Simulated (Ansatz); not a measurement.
# Single-point calculation, with input and output: Ni (part 1 of 3)

The run: single-point calculation of Ni (slab, 5 atoms in the cell). Method and program: DFT, PBE, plane waves, PAW, spin-polarised (Ansatz 0.2.0).

Some settings of this run were made unusual or wrong on purpose.

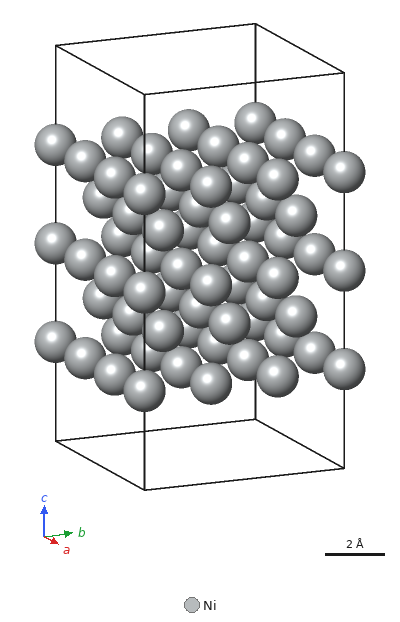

Figure 1. The structure (spheres-only view of the 3 × 3 repeat of the cell, with the vacuum cut short, seen slightly off an axis).

Outcome:

| quantity | value |
| --- | --- |
| outcome | converged |
| electrons treated | 90 |
| free energy | −29197.0049 eV |
| Fermi energy | 2.150 eV |
| net moment of the cell | 3.38 μB |
| integrated absolute moment | 3.83 μB |
| largest force (length of the vector) | under 0.001 eV/Å |
| hardware | 3 threads of Intel Xeon @ 2.90GHz (Ice Lake), 12 GiB of memory available, shared host |
| wall time | 3.8 min (CPU time 9.4 min) |
| peak memory | 2.1 GiB |

Diagnosis:

A setting was made wrong on purpose: mixing far too weak (`scf.mixing`). So small a step barely moves the density in each iteration. The run converged all the same; its numbers are those of the faulty input and shouldn't be used. The program warns: the state was not tested for a lower one.

Input file:
```yaml
crystal:
  lattice:
    - [2.4893881601, 0.0, 0.0]
    - [0.0, 2.4893881601, 0.0]
    - [0.0, 0.0, 28.9415]
  atoms:
    - { symbol: Ni, position: [0.0, 0.0, 0.3800778958], spin: 1.0 }
    - { symbol: Ni, position: [0.5, 0.5, 0.438707917], spin: 1.0 }
    - { symbol: Ni, position: [0.0, 0.0, 0.4999999493], spin: 1.0 }
    - { symbol: Ni, position: [0.5, 0.5, 0.5612920484], spin: 1.0 }
    - { symbol: Ni, position: [0.0, 0.0, 0.6199221042], spin: 1.0 }
magnetization:
  spin_polarized: true
kpoints:
  mp_grid: { grid: [16, 16, 1] }
scf:
  occupations: { method: fermi_dirac, width: 0.1 }
  mixing: { algorithm: anderson, beta: 0.005, ndim: 1 }
  max_iter: 75
hamiltonian:
  xc: pbe
  pseudopotentials: { kind: paw }
output:
  forces: true
  stress: true
  eigenvalues: true
efield:
  axis: 3
  amplitude: 0
  dipole_correction: true
```

Launch command:
```bash
ansatz run input.yaml --threads 3 --pin off --max-ram 9216MiB --backend cpu --events-out ev --progress --plain --runs-dir out
```

The program's output:
```
Engine: ansatz 0.2.0, x86_64-unknown-linux-gnu
Pseudopotentials: kind: paw
Pseudopotential: Ni, paw, valence charge 18, recommended cutoff 420 eV (normal), Ni.paw.azcp
Functional definition: PBE
  parameter kappa = 0.804
  parameter beta = 0.06672455060314922
  exchange = pbe_x(kappa = kappa, mu = beta*pi^2/3)
  correlation = pbe_c(beta = beta)
Crystal: 5 atoms, lattice volume = 179.352 Å³
Basis set: ecut = 420 eV, 3481 PW (Γ), exchange–correlation on 36×36×400 points (8 copies of the dense FFT grid, shifted against one another)
Bands: 57, of which v1, the nominal top of the filled ones, is band 45 counted from 1 (44 counted from 0)
Symmetry: 8 space group operations
k-points: 45 of 256
Non-local potential: Ni, projectors of the file, l = 0: 3, l = 1: 2, l = 2: 3, l = 3: 1
PAW form: soft (Blöchl's): semilocal exchange-correlation on the pseudo side does not see the compensation charge
PAW one-centre angular grid: Ni, 590 points (default); XC on 64 Gauss nodes
Initial density: superposition of atomic densities (neutral atoms: chi_scale 0, normalization atom)
Starting moments: Σ|m| = 5 μB on 5 of 5 sites
Initial wavefunctions: pseudopotential atomic-orbital guess
Functional: x = pbe(κ = 0.804, μ = 0.2195149727645171), c = pbe(β = 0.06672455060314922)
```
